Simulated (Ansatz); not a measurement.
The starting structures come from a database of crystals and need not be the phases stable at ambient conditions.

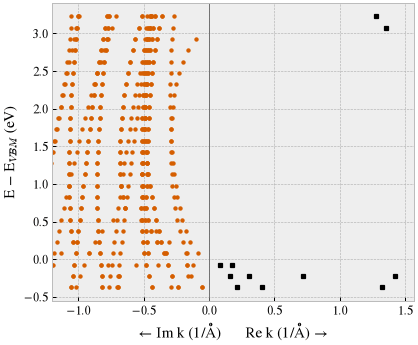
Fig. 1. Complex bands at the centre of the two-dimensional zone; r2SCAN (Ansatz, an electronic-structure program)

No gap correction and no spin-orbit coupling; mid-gap values are interpolated between computed energies.

Q: This is RbLaS$_{2}$ (R-3m, not sure to be the ambient phase, 4 atoms a cell, 30.9 Å³ an atom) along the normal of (110). Read off the slowest decay at the centre of the two-dimensional zone at 1.43 eV, the computed energy nearest the middle of the gap.

A: κ ≈ 0.28 1/Å, a decay length 1/(2κ) of the density of 1.8 Å.
